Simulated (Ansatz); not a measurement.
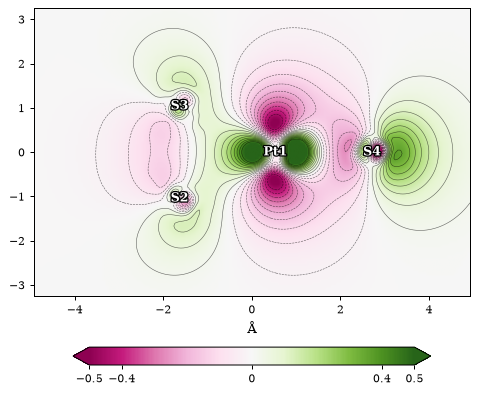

Figure. PtS₃ (charge −1, quartet). The HOMO (β) on the molecular plane (values in Å⁻³ᐟ²; the overall sign is arbitrary).

Geometry: r2SCAN-D4/def2-SVPD; core potentials replace the inner electrons of Pt.

The calculation used UKS PBE0-D4/def2-TZVPD (Ansatz).

> What is the character of this orbital?

By Hirshfeld shares it lies mainly on Pt1 (about 65 %) and S4 (about 25 %). Its energy is −2.14 eV.
